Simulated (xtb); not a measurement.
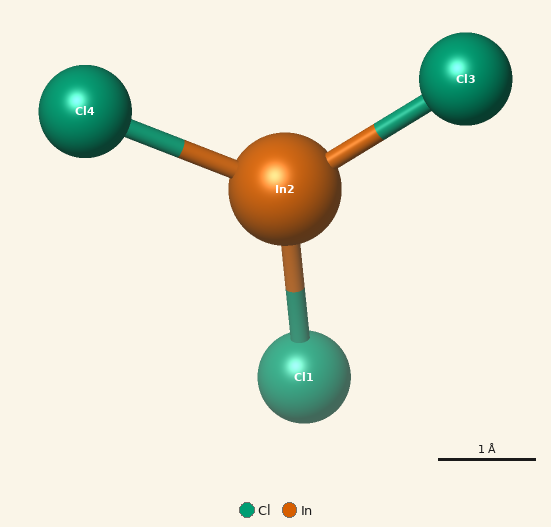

Fig. 1: The input geometry (ball-and-stick view, seen at a tilt; atoms are numbered from 1 in the order of the input). Sticks mark near contacts.

Geometry relaxation of InCl$_{3}$ (part 1 of 2)

The run: geometry relaxation of InCl$_{3}$, SMILES [Cl][In]([Cl])[Cl]. Method and program: GFN2-xTB (xtb 6.7.1 later snapshot).

The geometry comes from this level: PBE0-D4/def2-TZVP.

**The input (input.xyz)**
```
4
Cl3In
Cl    -0.202900     0.521500     2.213600
In     0.014400    -0.014800    -0.005300
Cl     1.015900    -1.985200    -0.615300
Cl    -0.772000     1.418300    -1.613200
```

Hardware: 1 thread of Arm Neoverse N1, 24 GiB of memory available, shared host.

Launched with:
```bash
xtb input.xyz --chrg 0 -o vtight --gfn2 -P 1 | tee xtb.out
```

**What the program printed**
```
* xtb version 6.7.1
   ID    Z sym.   atoms
    1   17 Cl     1, 3, 4
    2   49 In     2

           -------------------------------------------------
          |                Calculation Setup                |
           -------------------------------------------------

          program call               : xtb input.xyz --chrg 0 -o vtight --gfn2 -P 1
          coordinate file            : input.xyz
          omp threads                :                     1

           -------------------------------------------------
          |                 G F N 2 - x T B                 |
           -------------------------------------------------

      * Hamiltonian:
        H0-scaling (s, p, d)           1.850000    2.230000    2.230000
        zeta-weighting                 0.500000
      * Dispersion:
        s8                             2.700000
        a1                             0.520000
        a2                             5.000000
        s9                             5.000000
      * Repulsion:
        kExp                           1.500000    1.000000
        rExp                           1.000000
      * Coulomb:
        alpha                          2.000000
        third order                    shell-resolved
        anisotropic                    true
        a3                             3.000000
        a5                             4.000000
        cn-shift                       1.200000
        cn-exp                         4.000000
        max-rad                        5.000000

          ...................................................
          :                      SETUP                      :
          :.................................................:
          :  # basis functions                  40          :
          :  # atomic orbitals                  36          :
          :  # shells                           12          :
          :  # electrons                        24          :
          :  max. iterations                   250          :
          :  Hamiltonian                  GFN2-xTB          :
          :  restarted?                      false          :
          :  GBSA solvation                  false          :
          :  PC potential                    false          :
          :  electronic temp.          300.0000000     K    :
          :  accuracy                    1.0000000          :
          :  -> integral cutoff          0.2500000E+02      :
          :  -> integral neglect         0.1000000E-07      :
          :  -> SCF convergence          0.1000000E-05 Eh   :
          :  -> wf. convergence          0.1000000E-03 e    :
          :  Broyden damping             0.4000000          :
          :  net charge                          0          :
          :  unpaired electrons                  0          :
          ...................................................

 iter      E             dE          RMSdq      gap      omega  full diag
   1    -15.0257881 -0.150258E+02  0.238E+01    2.98       0.0  T
   2    -15.0279549 -0.216686E-02  0.139E+01    3.17       1.0  T
   3    -15.0265350  0.141988E-02  0.175E+00    3.00       1.0  T
   4    -15.0285804 -0.204531E-02  0.310E-01    3.11       1.0  T
   5    -15.0285992 -0.188762E-04  0.150E-01    3.12       1.0  T
   6    -15.0286044 -0.515842E-05  0.370E-02    3.12       1.3  T
   7    -15.0286048 -0.441895E-06  0.173E-02    3.13       2.9  T
   8    -15.0286052 -0.422649E-06  0.193E-03    3.12      25.9  T
   9    -15.0286052  0.127256E-08  0.946E-04    3.12      52.9  T
  10    -15.0286053 -0.194054E-08  0.233E-04    3.12     214.7  T

   *** convergence criteria satisfied after 10 iterations ***

         #    Occupation            Energy/Eh            Energy/eV
      -------------------------------------------------------------
         1        2.0000           -1.0721375             -29.1743
       ...           ...                  ...                  ...
         6        2.0000           -0.4771427             -12.9837
         7        2.0000           -0.4622758             -12.5792
         8        2.0000           -0.4599001             -12.5145
         9        2.0000           -0.4598781             -12.5139
        10        2.0000           -0.4550874             -12.3836
        11        2.0000           -0.4550859             -12.3835
        12        2.0000           -0.4500580             -12.2467 (HOMO)
        13                         -0.3352244              -9.1219 (LUMO)
        14                         -0.1674886              -4.5576
        15                         -0.0289648              -0.7882
        16                         -0.0289078              -0.7866
        17                         -0.0120489              -0.3279
       ...                                ...                  ...
        36                          0.8726967              23.7473
      -------------------------------------------------------------
                  HL-Gap            0.1148336 Eh            3.1248 eV
             Fermi-level           -0.3926412 Eh          -10.6843 eV

 SCC (total)                   0 d,  0 h,  0 min,  0.014 sec
 SCC setup                      ...        0 min,  0.000 sec (  0.638%)
 Dispersion                     ...        0 min,  0.000 sec (  0.161%)
 classical contributions        ...        0 min,  0.000 sec (  0.040%)
 integral evaluation            ...        0 min,  0.001 sec (  9.424%)
 iterations                     ...        0 min,  0.004 sec ( 32.034%)
 molecular gradient             ...        0 min,  0.003 sec ( 23.783%)
 printout                       ...        0 min,  0.000 sec (  1.235%)

         :::::::::::::::::::::::::::::::::::::::::::::::::::::
         ::                     SUMMARY                     ::
         :::::::::::::::::::::::::::::::::::::::::::::::::::::
         :: total energy             -15.020536574074 Eh    ::
         :: gradient norm              0.001018890022 Eh/a0 ::
         :: HOMO-LUMO gap              3.124779962311 eV    ::
         ::.................................................::
         :: SCC energy               -15.028602680883 Eh    ::
         :: -> isotropic ES            0.014825776868 Eh    ::
         :: -> anisotropic ES          0.001771743198 Eh    ::
         :: -> anisotropic XC          0.000044558873 Eh    ::
         :: -> dispersion             -0.003696478907 Eh    ::
         :: repulsion energy           0.008066106809 Eh    ::
         :: add. restraining           0.000000000000 Eh    ::
         :: total charge               0.000000000000 e     ::
         :::::::::::::::::::::::::::::::::::::::::::::::::::::

      -----------------------------------------------------------
     |                   =====================                   |
     |                        A N C O P T                        |
     |                   =====================                   |
     |               Approximate Normal Coordinate               |
     |                Rational Function Optimizer                |
      -----------------------------------------------------------

          ...................................................
          :                      SETUP                      :
          :.................................................:
          :   optimization level         verytight          :
          :   max. optcycles                   200          :
          :   ANC micro-cycles                  20          :
          :   degrees of freedom                 6          :
          :.................................................:
          :   RF solver                   davidson          :
          :   write xtbopt.log                true          :
          :   linear?                        false          :
          :   energy convergence         0.1000000E-06 Eh   :
          :   grad. convergence          0.2000000E-03 Eh/α :
          :   maximum RF displ.          1.0000000          :
          :   Hlow (freq-cutoff)         0.1000000E-01      :
          :   Hmax (freq-cutoff)         5.0000000          :
          :   S6 in model hess.         20.0000000          :
          ...................................................

generating ANC from exact Hessian ...
Using Lindh-Hessian (1995)
 Shifting diagonal of input Hessian by    9.3179915905207428E-003
 Lowest  eigenvalues of input Hessian
    0.000000    0.000000    0.000000    0.000000    0.000000    0.000000
    0.010000    0.010594    0.010594    0.065215    0.146516    0.146621
 Highest eigenvalues
    0.010000    0.010594    0.010594    0.065215    0.146516    0.146621

........................................................................
.............................. CYCLE    1 ..............................
........................................................................

 iter      E             dE          RMSdq      gap      omega  full diag
   1    -15.0286053 -0.150286E+02  0.175E-04    3.12       0.0  T
   2    -15.0286053 -0.132889E-10  0.947E-05    3.12     528.2  T
   3    -15.0286053 -0.438760E-12  0.505E-05    3.12     989.5  T
     SCC iter.                  ...        0 min,  0.004 sec
     gradient                   ...        0 min,  0.002 sec
 * total energy  :   -15.0205366 Eh     change       -0.5851319E-11 Eh
   gradient norm :     0.0010189 Eh/α   predicted     0.0000000E+00 (-100.00%)
   displ. norm   :     0.0236966 α      lambda       -0.1594574E-04
   maximum displ.:     0.0233975 α      in ANC's #4, #1, #2, ...

........................................................................
.............................. CYCLE    2 ..............................
........................................................................

 iter      E             dE          RMSdq      gap      omega  full diag
   1    -15.0281514 -0.150282E+02  0.137E-01    3.07       0.0  T
   2    -15.0281569 -0.542496E-05  0.786E-02    3.08       1.0  T
   3    -15.0281569 -0.546065E-07  0.363E-02    3.07       1.4  T
   4    -15.0281575 -0.626047E-06  0.693E-03    3.08       7.2  T
   5    -15.0281576 -0.189604E-07  0.362E-03    3.08      13.8  T
   6    -15.0281576 -0.798126E-08  0.201E-03    3.08      24.9  T
   7    -15.0281576 -0.354100E-08  0.369E-04    3.08     135.5  T
   8    -15.0281576 -0.572111E-10  0.612E-05    3.08     816.9  T
     SCC iter.                  ...        0 min,  0.003 sec
     gradient                   ...        0 min,  0.002 sec
 * total energy  :   -15.0205340 Eh     change        0.2609417E-05 Eh
   gradient norm :     0.0012273 Eh/α   predicted    -0.7975991E-05 (-405.66%)
   displ. norm   :     0.0130487 α      lambda       -0.1050547E-04
   maximum displ.:     0.0127625 α      in ANC's #4, #1, #2, ...

........................................................................
.............................. CYCLE    3 ..............................
........................................................................

 iter      E             dE          RMSdq      gap      omega  full diag
   1    -15.0284034 -0.150284E+02  0.743E-02    3.11       0.0  T
   2    -15.0284051 -0.161907E-05  0.426E-02    3.10       1.2  T
   3    -15.0284051 -0.200191E-07  0.197E-02    3.10       2.5  T
   4    -15.0284053 -0.180825E-06  0.382E-03    3.10      13.1  T
   5    -15.0284053 -0.557089E-08  0.203E-03    3.10      24.7  T
   6    -15.0284053 -0.234485E-08  0.118E-03    3.10      42.4  T
   7    -15.0284053 -0.122332E-08  0.255E-04    3.10     196.1  T
   8    -15.0284053 -0.317097E-10  0.371E-05    3.10    1346.4  T
     SCC iter.                  ...        0 min,  0.003 sec
     gradient                   ...        0 min,  0.002 sec
 * total energy  :   -15.0205419 Eh     change       -0.7964247E-05 Eh
   gradient norm :     0.0000175 Eh/α   predicted    -0.5253445E-05 ( -34.04%)
   displ. norm   :     0.0013858 α      lambda       -0.1111409E-07
   maximum displ.:     0.0013723 α      in ANC's #1, #4, #5, ...

........................................................................
.............................. CYCLE    4 ..............................
........................................................................

 iter      E             dE          RMSdq      gap      omega  full diag
   1    -15.0284083 -0.150284E+02  0.503E-03    3.10       0.0  T
   2    -15.0284083 -0.228346E-08  0.262E-03    3.10      19.0  T
   3    -15.0284083 -0.357769E-09  0.789E-04    3.10      63.4  T
   4    -15.0284083 -0.771667E-10  0.354E-04    3.10     141.2  T
     SCC iter.                  ...        0 min,  0.002 sec
     gradient                   ...        0 min,  0.002 sec
 * total energy  :   -15.0205419 Eh     change        0.3842484E-08 Eh
   gradient norm :     0.0000218 Eh/α   predicted    -0.5036090E-08 (-231.06%)
   displ. norm   :     0.0008659 α      lambda       -0.8996405E-08
   maximum displ.:     0.0008623 α      in ANC's #1, #5, #4, ...

........................................................................
.............................. CYCLE    5 ..............................
........................................................................
```
